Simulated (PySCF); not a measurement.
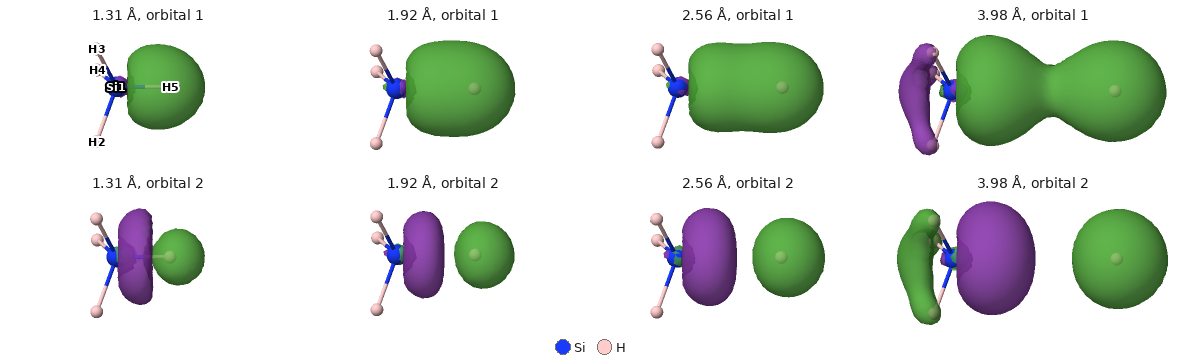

Figure. H4Si, SMILES `[SiH4]`. Rigid stretch of the Si1–H5 bond. The two CASSCF(2,2) natural orbitals nearest half filling (orbital 1 the more occupied).

Level of theory: def2-SVPD basis (PySCF), at a geometry from GFN2-xTB. No frequency check shows the geometry to be a minimum.

Coordinates in Å:

```
Si1      0.0000    0.0000    0.0001
H2      -1.1052    0.4491    0.8429
H3       1.1052   -0.4491    0.8429
H4       0.4492    1.1048   -0.8433
H5      -0.4492   -1.1048   -0.8433
```

**How do the occupations change along the stretch?**

1.31 Å: 1.99 and 0.01; 1.92 Å: 1.95 and 0.05; 2.56 Å: 1.79 and 0.21; 3.98 Å: 1.20 and 0.80. At the longest distance computed (3.98 Å) they are 1.20 and 0.80, and the effective number of unpaired electrons is 1.8.

**Where does the UHF solution part from RHF?**

Between 1.92 Å (⟨S²⟩ = 0, the two coincide) and 2.20 Å (⟨S²⟩ = 0.10); at 3.98 Å ⟨S²⟩ is 0.99 and UHF lies 3.4 eV below RHF.

**How much energy does the stretch cost?**

By CASSCF, 3.6 eV from the lowest point of the scan (1.56 Å) to 3.98 Å; RHF gives 6.6 eV from its own lowest point. The fragments aren't relaxed and dynamic correlation is missing, so this isn't a bond dissociation energy.

The PySCF run took 27 s on 1 thread of Arm Neoverse V2, with other jobs on the host, peak memory 0.17 GiB.
